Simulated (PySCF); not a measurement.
# C3H7F2Si (SMILES C[C](F)C[SiH2]F) (doublet): what the fields show

```
atom    x (Å)    y (Å)    z (Å)
   C   1.6515   0.7088  -0.3660
   C   0.6314   0.5585   0.6955
   F   0.1090   1.7381   1.1537
   C  -0.2469  -0.6065   0.8628
  Si  -1.6869  -0.6240  -0.4254
   F  -0.9696  -0.7050  -1.8680
   H   2.3475   1.5040  -0.1018
   H   1.2051   0.9684  -1.3340
   H   2.1974  -0.2233  -0.4876
   H   0.3430  -1.5160   0.7516
   H  -0.6791  -0.5997   1.8639
   H  -2.4176   0.6295  -0.4292
   H  -2.4893  -1.8322  -0.3331
```

Geometry: GFN2-xTB.

These are results of PySCF, UKS B3LYP, pcH-1 on C F H Si, non-relativistic, mean-field spin-orbit, GIAO, not measurements.

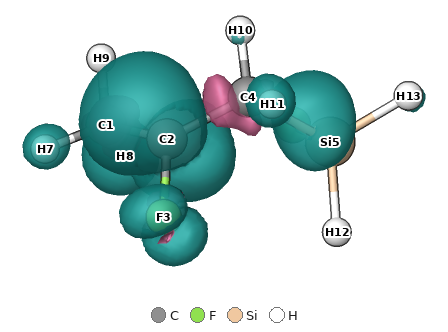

Figure 1. Isosurfaces of the spin density at +0.015 (teal) and −0.015 e/Å³ (pink), seen from one side.

> Where is the unpaired spin?

The unpaired spin (1 electron) lies mostly on C2 (about 0.6) and F3 (about 0.1), in electrons by Hirshfeld's partition.

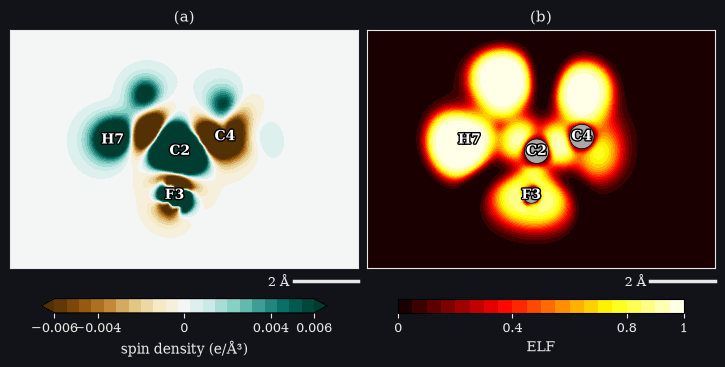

Figure 2. (a) spin density (α minus β); (b) electron localisation function on the plane of atoms F3, C2 and C4. Grey discs cover the atomic cores in the ELF map.

> Read the bonding off the picture.

- The section cuts through C, F and H sites.
- C–F (1.37 Å): the ELF peaks at about 0.85 between the atoms, as expected for a polar covalent bond.
- C–C (1.47 Å): the ELF peaks at about 0.95 between the atoms; a covalent bond.
- The ELF also peaks beside F3, away from the bonds: non-bonding electrons, paired or unpaired.

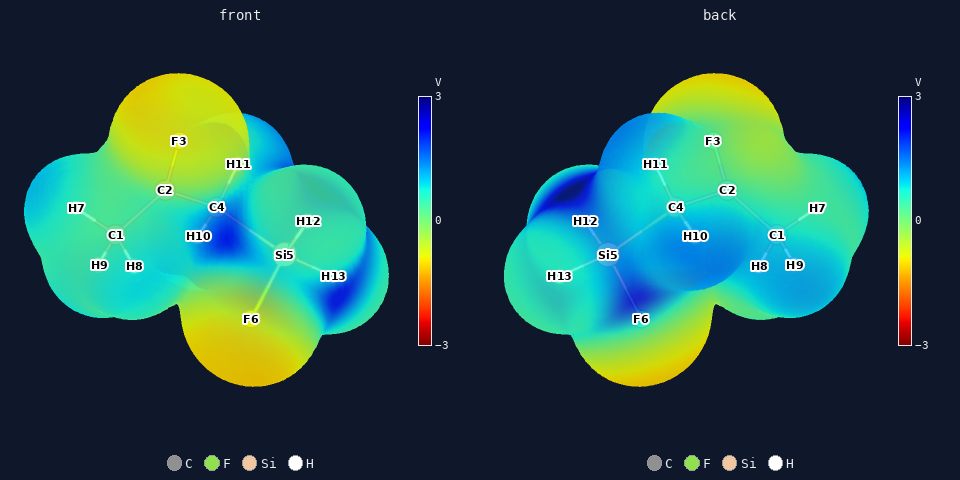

Figure 3. The electrostatic potential painted on the density surface at 0.004 e/bohr³, seen from the front and from behind; red is negative and blue positive.

> Which sites attract a positive test charge, and which a negative one?

A positive charge is drawn to the negative regions and a negative charge to the positive ones. The most negative region (about −1.1 V, or −25 kcal/mol for a unit charge) lies over F6, the most positive (about +2.9 V, or +67 kcal/mol for a unit charge) over Si5.
